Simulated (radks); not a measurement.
**Ionising zirconium step by step, Zr²⁰⁺ to Zr³⁹⁺**

Wanted: the ionisation ladder of zirconium and its errors against NIST. Each value is a difference of total energies (Δ-SCF).

Program: radks (a radial shooting solver on a logarithmic mesh, Libxc functionals) version 1. Level of theory: scalar-relativistic Kohn-Sham, exchange-only LDA, spin-polarised, spherical densities, point nucleus; open shells are filled with parallel spins first. These are calculated values, not measurements, unless marked.

## 1. The atom as given

| Quantity | Value |
| --- | --- |
| element | zirconium (Z = 40) |
| charges | 20 to 39 |
| first configuration | [Ar] 3d2 |
| last configuration | 1s1 |

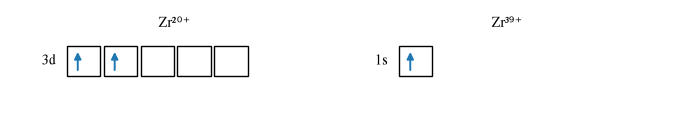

The shells outside the core, filled by Hund's rule for the drawing.

## 2. Zr²⁰⁺, [Ar] 3d2

Settings of this run:

```text
Z 40
configuration [Ar] 3d2
relativity scalar-relativistic
functional lda,
spin polarised
nucleus point
c 137.035999084
```

## 3. Zr²¹⁺, [Ar] 3d1

Settings of this run:

```text
Z 40
configuration [Ar] 3d1
relativity scalar-relativistic
functional lda,
spin polarised
nucleus point
c 137.035999084
```

## 4. Zr²²⁺, [Ar]

Settings of this run:

```text
Z 40
configuration [Ar]
relativity scalar-relativistic
functional lda,
spin polarised
nucleus point
c 137.035999084
```

## 5. Zr²³⁺, [Ne] 3s2 3p5

Settings of this run:

```text
Z 40
configuration [Ne] 3s2 3p5 4s0 3d0
relativity scalar-relativistic
functional lda,
spin polarised
nucleus point
c 137.035999084
```

## 6. Zr²⁴⁺, [Ne] 3s2 3p4

Settings of this run:

```text
Z 40
configuration [Ne] 3s2 3p4
relativity scalar-relativistic
functional lda,
spin polarised
nucleus point
c 137.035999084
```

## 7. Zr²⁵⁺, [Ne] 3s2 3p3

Settings of this run:

```text
Z 40
configuration [Ne] 3s2 3p3
relativity scalar-relativistic
functional lda,
spin polarised
nucleus point
c 137.035999084
```

## 8. Zr²⁶⁺, [Ne] 3s2 3p2

Settings of this run:

```text
Z 40
configuration [Ne] 3s2 3p2 4s0 3d0
relativity scalar-relativistic
functional lda,
spin polarised
nucleus point
c 137.035999084
```

## 9. Zr²⁷⁺, [Ne] 3s2 3p1

Settings of this run:

```text
Z 40
configuration [Ne] 3s2 3p1 4s0 3d0
relativity scalar-relativistic
functional lda,
spin polarised
nucleus point
c 137.035999084
```

## 10. Zr²⁸⁺, [Ne] 3s2

Settings of this run:

```text
Z 40
configuration [Ne] 3s2
relativity scalar-relativistic
functional lda,
spin polarised
nucleus point
c 137.035999084
```

## 11. Zr²⁹⁺, [Ne] 3s1

Settings of this run:

```text
Z 40
configuration [Ne] 3s1
relativity scalar-relativistic
functional lda,
spin polarised
nucleus point
c 137.035999084
```

## 12. Zr³⁰⁺, [Ne]

Settings of this run:

```text
Z 40
configuration [Ne]
relativity scalar-relativistic
functional lda,
spin polarised
nucleus point
c 137.035999084
```

## 13. Zr³¹⁺, [He] 2s2 2p5

Settings of this run:

```text
Z 40
configuration [He] 2s2 2p5 3s0 3p0
relativity scalar-relativistic
functional lda,
spin polarised
nucleus point
c 137.035999084
```

## 14. Zr³²⁺, [He] 2s2 2p4

Settings of this run:

```text
Z 40
configuration [He] 2s2 2p4
relativity scalar-relativistic
functional lda,
spin polarised
nucleus point
c 137.035999084
```

## 15. Zr³³⁺, [He] 2s2 2p3

Settings of this run:

```text
Z 40
configuration [He] 2s2 2p3
relativity scalar-relativistic
functional lda,
spin polarised
nucleus point
c 137.035999084
```

## 16. Zr³⁴⁺, [He] 2s2 2p2

Settings of this run:

```text
Z 40
configuration [He] 2s2 2p2
relativity scalar-relativistic
functional lda,
spin polarised
nucleus point
c 137.035999084
```

## 17. Zr³⁵⁺, [He] 2s2 2p1

Settings of this run:

```text
Z 40
configuration [He] 2s2 2p1
relativity scalar-relativistic
functional lda,
spin polarised
nucleus point
c 137.035999084
```

## 18. Zr³⁶⁺, [He] 2s2

Settings of this run:

```text
Z 40
configuration [He] 2s2 2p0 3s0
relativity scalar-relativistic
functional lda,
spin polarised
nucleus point
c 137.035999084
```

## 19. Zr³⁷⁺, [He] 2s1

Settings of this run:

```text
Z 40
configuration [He] 2s1
relativity scalar-relativistic
functional lda,
spin polarised
nucleus point
c 137.035999084
```

## 20. Zr³⁸⁺, [He]

Settings of this run:

```text
Z 40
configuration [He]
relativity scalar-relativistic
functional lda,
spin polarised
nucleus point
c 137.035999084
```

## 21. Zr³⁹⁺, 1s1

Settings of this run:

```text
Z 40
configuration 1s1
relativity scalar-relativistic
functional lda,
spin polarised
nucleus point
c 137.035999084
```

What does the calculation give? Wanted: for each run, species; configuration; Δ-SCF; −ε(HOMO); NIST; error.

As calculated:

```csv
species,configuration,Δ-SCF (eV),−ε(HOMO) (eV),NIST (eV),error (%)
Zr²⁰⁺,[Ar] 3d2,859.87,830.76,863 (theory),-0.4
Zr²¹⁺,[Ar] 3d1,919.15,889.50,922 (theory),-0.3
Zr²²⁺,[Ar],1095.9,1069.0,1092 (semi-emp.),+0.4
Zr²³⁺,[Ne] 3s2 3p5,1150.2,1123.3,1145 (semi-emp.),+0.5
Zr²⁴⁺,[Ne] 3s2 3p4,1204.0,1177.5,1205 (semi-emp.),-0.1
Zr²⁵⁺,[Ne] 3s2 3p3,1276.1,1247.8,1277 (semi-emp.),-0.1
Zr²⁶⁺,[Ne] 3s2 3p2,1333.2,1305.0,1344 (semi-emp.),-0.8
Zr²⁷⁺,[Ne] 3s2 3p1,1389.9,1362.0,1392 (semi-emp.),-0.2
Zr²⁸⁺,[Ne] 3s2,1521.1,1496.7,1525 (semi-emp.),-0.3
Zr²⁹⁺,[Ne] 3s1,1583.6,1558.8,1582.4 (semi-emp.),+0.1
Zr³⁰⁺,[Ne],3809.8,3731.1,3788 (semi-emp.),+0.6
Zr³¹⁺,[He] 2s2 2p5,3968.9,3890.3,3950 (semi-emp.),+0.5
Zr³²⁺,[He] 2s2 2p4,4125.8,4048.8,4127 (semi-emp.),-0.0
Zr³³⁺,[He] 2s2 2p3,4343.2,4259.9,4300 (semi-emp.),+1.0
Zr³⁴⁺,[He] 2s2 2p2,4511.3,4428.1,4553 (semi-emp.),-0.9
Zr³⁵⁺,[He] 2s2 2p1,4677.1,4595.6,4744 (semi-emp.),-1.4
Zr³⁶⁺,[He] 2s2,4981.8,4921.2,4991 (semi-emp.),-0.2
Zr³⁷⁺,[He] 2s1,5144.8,5083.3,5146.9 (theory),-0.0
Zr³⁸⁺,[He],21506,21259,21516.5 (theory),-0.1
Zr³⁹⁺,1s1,22204,21954,22236.7 (theory),-0.1
```

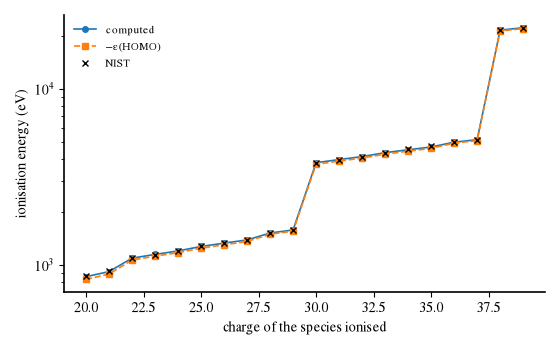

Ionisation energy against charge, on a logarithmic scale.

**Reading.** Reference values: NIST Atomic Spectra Database (exp. measured, semi-emp. semi-empirical, theory a theoretical value adopted there). Per unit of the charge left behind, the cost jumps most at Zr³⁸⁺ ([He]): from 5144.8 to 21506 eV. There the highest level belongs to another shell. Against the measured or semi-empirical entries the Δ-SCF values err by -0.1 % on average (signed), at worst -1.4 % (Zr³⁵⁺). Minus the highest eigenvalue gives 97 to 99 % of the Δ-SCF value along the ladder. Open shells are spherical and high-spin; term and fine-structure splittings are not resolved.
